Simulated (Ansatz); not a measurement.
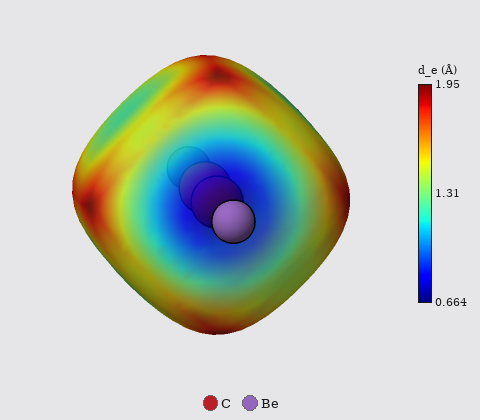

Hirshfeld surface computed for one C$_{2}$ unit (covalently bonded non-metal atoms) in BeC$_{2}$ in space group I4/mmm, coloured by d_e. Dashed lines lead to the closest neighbours outside.

The surface is where the fragment's share of the procrystal density (the sum of the densities of spherically averaged neutral Hartree-Fock atoms) equals one half. d_i and d_e are the distances from the surface to the nearest nucleus inside and outside.

The cell is taken from coordinates from a relaxation with DFT LDA, scalar-relativistic, plane waves, PAW (Ansatz 0.2.0); the starting structure was generated, so it need not be a known form of this composition.

```
CELL_PARAMETERS angstrom
3.50958 0.00000 0.00000
0.00000 3.50958 0.00000
0.00000 0.00000 4.64335
ATOMIC_POSITIONS crystal
Be 0.00000 0.00000 0.00000
C 0.00000 0.00000 0.63404
C 0.00000 0.00000 0.36596
Be 0.50000 0.50000 0.50000
C 0.50000 0.50000 0.13404
C 0.50000 0.50000 0.86596
```

What is the shortest distance from the fragment to an atom outside it?

C–Be, 1.70 Å.

How is the surface shared among contacts (nearest atom inside ··· nearest atom outside)?

C···Be 82 %, C···C 18 %. The surface faces 14 neighbours with more than 2 % of its area each: 8 C + 6 Be.

Give the size and shape of the surface.

It encloses about 15.0 Å³, has an area of about 30 Å² and a globularity of 0.98 (1 for a sphere).
